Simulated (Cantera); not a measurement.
A closed system holds: 1 mol SiO₂, 3.1 mol CH₄, 1.7 mol N₂, held at 2073.15 K.

Cantera equilibrium calculation (NASA polynomials, part measured and part estimated; ideal gas, pure solids and liquids). Candidate condensed phases: C, C₆H₆, C₇H₈, C₈H₁₈, H₂O, Si, SiC, SiO₂, Si₂N₂O, Si₃N₄; 151 gas species. The tables' values for SiN are old estimates; treat these amounts as uncertain. Kinetics and transport are ignored.

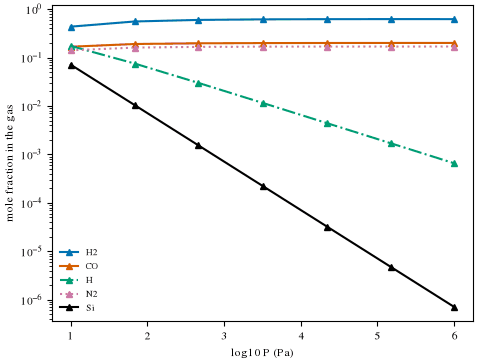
*Equilibrium gas composition (values under 1e-9 drawn at 1e-9)*

From 10.0 Pa to 10.0 bar the condensed part is C(graphite) + SiC(s). The main Si-bearing gas is Si at 10.0 Pa and SiO at 10.0 bar.
